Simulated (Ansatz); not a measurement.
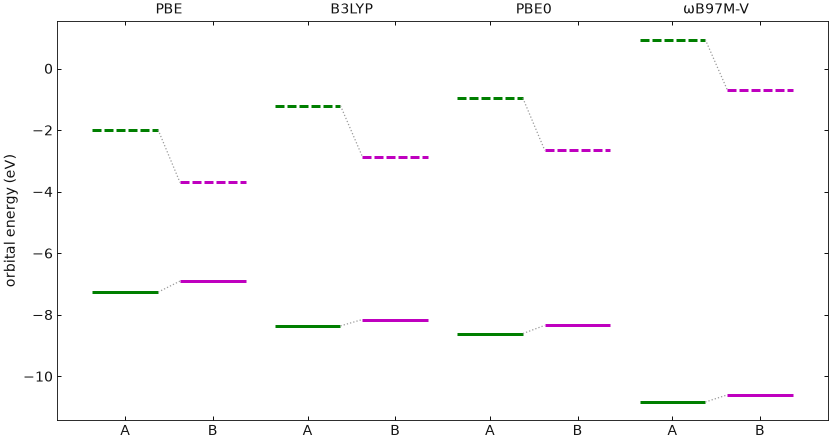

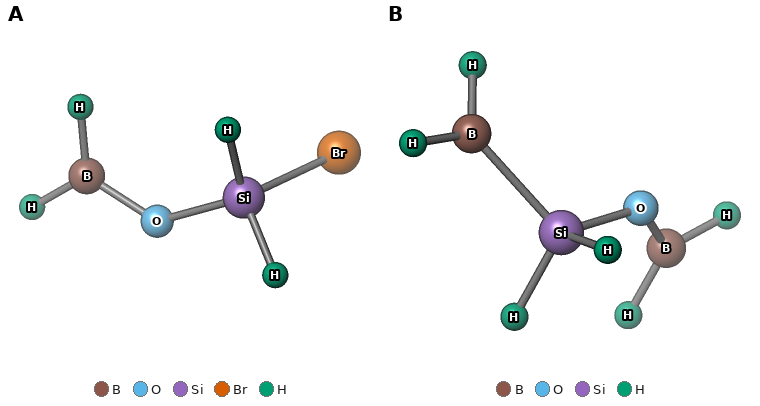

One change: A, BSiH₄OBr (SMILES BO[SiH2]Br), becomes B, B₂SiH₆O (SMILES BO[SiH2]B). Br on Si is replaced by BH₂. HOMO (solid) and LUMO (dashed) computed in def2-TZVPP at PBE0-D4/def2-TZVP geometries, both minima by their frequencies, gas phase, the Ansatz code 0.2.0. Empty levels above zero depend strongly on the basis.

### What does the change do to HOMO and LUMO?

PBE: the HOMO rises by 0.36 eV, the LUMO falls by 1.71 eV, and the separation goes from 5.27 to 3.20 eV. B3LYP: the HOMO rises by 0.21 eV, the LUMO falls by 1.66 eV, and the separation goes from 7.15 to 5.29 eV. PBE0: the HOMO rises by 0.27 eV, the LUMO falls by 1.70 eV, and the separation goes from 7.65 to 5.68 eV. ωB97M-V: the HOMO rises by 0.23 eV, the LUMO falls by 1.63 eV, and the separation goes from 11.78 to 9.92 eV.

### Do the functionals agree on the effect?

They agree on the direction for both levels; the HOMO shift lies between 0.21 and 0.36 eV and the LUMO shift between −1.71 and −1.63 eV, while the separations themselves differ by up to 6.7 eV between functionals.

Known limits of this run: one conformer of each flexible molecule.
